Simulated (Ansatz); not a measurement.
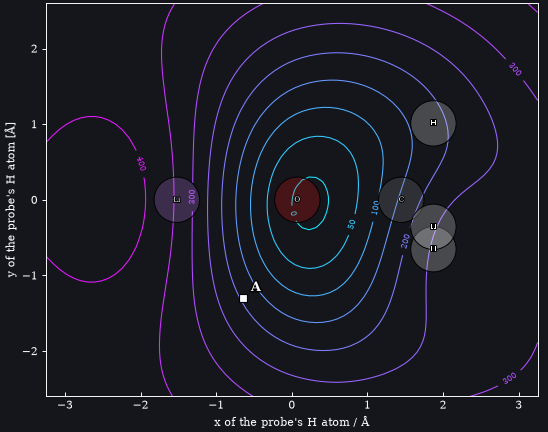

CH₃LiO (SMILES [Li][O]C) with the probe H2. The probe is moved over a plane parallel to the molecule's main plane, 2.89 Å above it. First axis: x of the probe's H atom. Second axis: y of the probe's H atom. Nothing is relaxed (molecule and probe rigid, the probe upright with H nearest the plane). The scan uses an 11 × 9 grid. Points are written as (first, second). All energies are given in cm⁻¹ relative to the lowest grid point. Level of theory: RKS wB97M-V/def2-SVPD in Ansatz.

The picture shows contour lines labelled in cm⁻¹, labelled circles for the molecule's atoms, projected on the plane, the point A. Between grid points the surface is interpolated.

Is A at rest? If not, where is it pushed?

Answer. A, at (−0.65 Å, −1.30 Å), is not a stationary point. The computed force is 0.023 eV/Å in the plane, pointing up and right in the picture (components 0.021 and 0.011 eV/Å).
